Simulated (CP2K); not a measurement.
# C2H5FOSi (SMILES FC1CO[SiH2]1) at GFN2-xTB

Aim: the vertical ionisation energy of C2H5FOSi at GFN2-xTB, from 2 runs. 

The results are computed with CP2K 2026.2.

5 further runs of the same task are left out: 1 that didn't finish, 4 set aside as unsound or not needed.

## Step 1: Starting point

The species is C2H5FOSi (10 atoms), meant as a singlet with charge 0. As SMILES, `FC1CO[SiH2]1`. Geometry: relaxed at PBE0-D4/def2-TZVP.

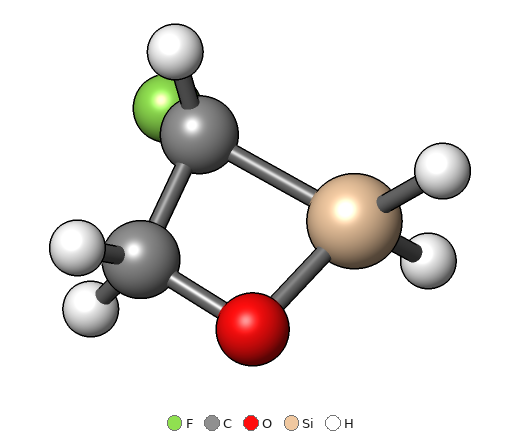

The structure, seen from a chosen angle (fluorine green, carbon grey, oxygen red, silicon light orange, hydrogen white).

## Step 2: A single-point energy at GFN2-xTB

The input, molecule.xyz:

```xyz
10

F     -1.820400    -0.327800    -0.810900
C     -0.876100    -0.083100     0.166900
C      0.290700    -1.089800     0.153300
O      1.429900    -0.216400    -0.011900
Si     0.510300     1.162100    -0.206800
H     -1.390500    -0.023800     1.127800
H      0.197300    -1.773400    -0.695500
H      0.400800    -1.665100     1.076000
H      0.820800     2.228700     0.780400
H      0.520200     1.737300    -1.576300
```

The input, qs.inp:

```
&FORCE_EVAL
  METHOD Quickstep
  &DFT
    CHARGE 0
    MULTIPLICITY 1
    &QS
      METHOD XTB
      EPS_DEFAULT 1.0E-10
      &XTB
        GFN_TYPE TBLITE
        &TBLITE
          METHOD GFN2
        &END
        CHECK_ATOMIC_CHARGES F
      &END
    &END
    &POISSON
      PERIODIC NONE
      POISSON_SOLVER ANALYTIC
    &END
    &SCF
      SCF_GUESS ATOMIC
      EPS_SCF 1.0E-06
      MAX_SCF 150
      ADDED_MOS 8
      &DIAGONALIZATION
        ALGORITHM STANDARD
      &END
      &MIXING
        METHOD DIRECT_P_MIXING
        ALPHA 0.4
      &END
      &SMEAR ON
        METHOD FERMI_DIRAC
        ELECTRONIC_TEMPERATURE [K] 300
      &END
    &END
    &PRINT
      &MOMENTS
        PERIODIC F
        REFERENCE COM
        MAX_MOMENT 1
      &END
      &MO ON
        ENERGIES T
        OCCUPATION_NUMBERS T
        NDIGITS 6
        &EACH
          QS_SCF 0
        &END
        ADD_LAST NUMERIC
      &END
      &HIRSHFELD OFF
      &END
    &END
  &END
  &SUBSYS
    &CELL
      ABC [angstrom] 13.3 14 12.7
      PERIODIC NONE
    &END
    &TOPOLOGY
      COORD_FILE_NAME molecule.xyz
      COORD_FILE_FORMAT XYZ
      &CENTER_COORDINATES
      &END
    &END
  &END
&END

&GLOBAL
  PROJECT qs
  RUN_TYPE ENERGY
  PRINT_LEVEL MEDIUM
&END
```

The run is started by

```console
$ OMP_NUM_THREADS=1 cp2k.psmp qs.inp > qs.out
```

Log:

```text
CP2K| version string:                                       CP2K version 2026.2
[...]
 GLOBAL| Method name                                                        CP2K
[...]
 GLOBAL| Run type                                                         ENERGY
[...]
                             - Atoms:                                         10
[...]
                             - Spherical basis functions:                     30
[...]
 Number of electrons:                                                         30
[...]
  *** SCF run converged in    18 steps ***
[...]
  Fermi energy:                                                -0.25860745424533
[...]
 TB_DIPOLE| Moment [Debye]          0.65181345       1.71825929       0.87105087
 TB_DIPOLE| Derivative [a.u.]       0.00000000       0.00000000       0.00000000
[...]
 ENERGY| Total FORCE_EVAL ( QS ) energy [hartree]            -17.371150196774103
[...]
```

It took 0.22 s on 1 thread of Arm Neoverse V2, shared host.

## Step 3: The doublet cation

molecule.xyz is that of step 2.

The input, gas.inp:

```
&FORCE_EVAL
 METHOD QS
 &DFT
  CHARGE 1
  MULTIPLICITY 2
  UKS T
  ! Quickstep
  &QS
   METHOD XTB
   EPS_DEFAULT 1.0E-10
   &XTB
    GFN_TYPE TBLITE
    &TBLITE
     METHOD GFN2
    &END
    CHECK_ATOMIC_CHARGES F
   &END
  &END
  ! no periodic images
  &POISSON
   PERIODIC NONE
   POISSON_SOLVER ANALYTIC
  &END
  ! SCF settings
  &SCF
   SCF_GUESS ATOMIC
   EPS_SCF 1.0E-06
   MAX_SCF 150
   ADDED_MOS 8
   &DIAGONALIZATION
    ALGORITHM STANDARD
   &END
   &MIXING
    METHOD DIRECT_P_MIXING
    ALPHA 0.4
   &END
   &SMEAR ON
    METHOD FERMI_DIRAC
    ELECTRONIC_TEMPERATURE [K] 300
    FIXED_MAGNETIC_MOMENT 1.0
   &END
  &END
  &PRINT
   &MOMENTS
    PERIODIC F
    REFERENCE COM
    MAX_MOMENT 1
   &END
   &MO ON
    ENERGIES T
    OCCUPATION_NUMBERS T
    NDIGITS 6
    &EACH
     QS_SCF 0
    &END
    ADD_LAST NUMERIC
   &END
   &HIRSHFELD OFF
   &END
  &END
 &END
 &SUBSYS
  ! vacuum box
  &CELL
   ABC [angstrom] 13.3 14 12.7
   PERIODIC NONE
  &END
  &TOPOLOGY
   COORD_FILE_NAME molecule.xyz
   COORD_FILE_FORMAT XYZ
   &CENTER_COORDINATES
   &END
  &END
 &END
&END
&GLOBAL
 PROJECT gas
 RUN_TYPE ENERGY
 PRINT_LEVEL MEDIUM
&END
```

The run is started by

```console
$ OMP_NUM_THREADS=1 cp2k.psmp gas.inp > gas.out
```

Log:

```text
CP2K| version string:                                       CP2K version 2026.2
[...]
 GLOBAL| Method name                                                        CP2K
[...]
 GLOBAL| Run type                                                         ENERGY
[...]
                             - Atoms:                                         10
[...]
                             - Spherical basis functions:                     30
[...]
 Number of electrons:                                                         15
[...]
  *** SCF run converged in    25 steps ***
[...]
  Fermi energy:                                                -0.56290451608128
[...]
 TB_DIPOLE| Moment [Debye]          0.69881057       2.27057385       1.27025927
 TB_DIPOLE| Derivative [a.u.]       0.00000000       0.00000000       0.00000000
[...]
 ENERGY| Total FORCE_EVAL ( QS ) energy [hartree]            -16.847253040554129
[...]
```

Run time: 0.24 s. Hardware: 1 thread of Arm Neoverse V2, shared host.

## Step 4: Results

At GFN2-xTB:

| quantity | value |
| --- | --- |
| singlet C2H5FOSi: total energy | -17.37115 Eh |
| singlet C2H5FOSi: dipole moment (from atomic charges alone) | 2.03 D |
| singlet C2H5FOSi: HOMO energy | -11.10 eV |
| singlet C2H5FOSi: LUMO energy | -6.14 eV |
| singlet C2H5FOSi: HOMO–LUMO gap | 4.96 eV |
| singlet C2H5FOSi: dispersion energy | -13.98 kJ/mol |
| doublet cation: total energy | -16.84725 Eh |
| doublet cation: HOMO energy (highest over α and β) | -17.49 eV |
| doublet cation: LUMO energy (lowest over α and β) | -17.33 eV |
| doublet cation: dispersion energy | -11.17 kJ/mol |
| vertical ionisation energy (to the doublet cation) | 14.256 eV |

In words: The vertical ionisation energy comes to 14.26 eV (329 kcal/mol). No empirical shift is applied, and without it xTB methods put this difference several eV too high. The dipole (singlet C2H5FOSi) comes from point charges on the atoms alone, without atomic dipoles, so it is partial.
